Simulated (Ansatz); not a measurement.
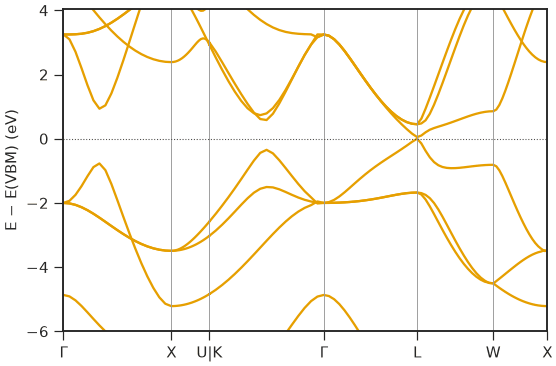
Figure. Band structure from DFT-PBE in the program Ansatz with PAW potentials

Problem. Read off the gap and where the band edges lie.

Solution. About 0.1 eV (0.05 eV by a search for the band edges); maximum at L, minimum at L.

Problem. Which of these materials gives this?
A. TeO2, fluorite
B. BeTe, zinc blende
C. PbSe, rock salt
D. SnTe, rock salt

Solution. D, SnTe, rock salt

Space group Fm-3m (rock salt). The cell was relaxed with PBE under the symmetry of its start. At this level the phase is dynamically unstable (imaginary phonons). Spin–orbit coupling is left out wherever it is not named.

Potentials: the later of the program's two PAW sets.
